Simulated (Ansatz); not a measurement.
**Pressure series in AlN**

Base system: AlN in the rock salt structure (space group Fm-3m, No. 225; a = 4.045 Å; a model cell, its experimental status unchecked).

Cell and atoms are relaxed at each pressure.

Level of theory: PBEsol (Ansatz, a first-principles code; PAW; 420 eV plane waves; without spin-orbit coupling).

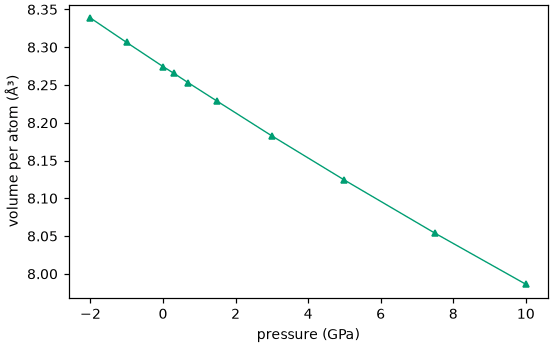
Volume per atom against pressure

| pressure (GPa) | volume per atom |
|---|---|
| -2 | 8.34 Å³ |
| -1 | 8.31 Å³ |
| 0.3 | 8.27 Å³ |
| 0.7 | 8.25 Å³ |
| 1.5 | 8.23 Å³ |
| 3 | 8.18 Å³ |
| 5 | 8.12 Å³ |
| 7.5 | 8.05 Å³ |
| 10 | 7.99 Å³ |

Load acts through the strain it causes; cell and atoms are relaxed under it. Stability against distortions was not tested. Competing high-pressure phases were not computed. The base started in P3_121 and relaxed to Fm-3m at this level. This is not the structure that AlN has at room temperature and ambient pressure.
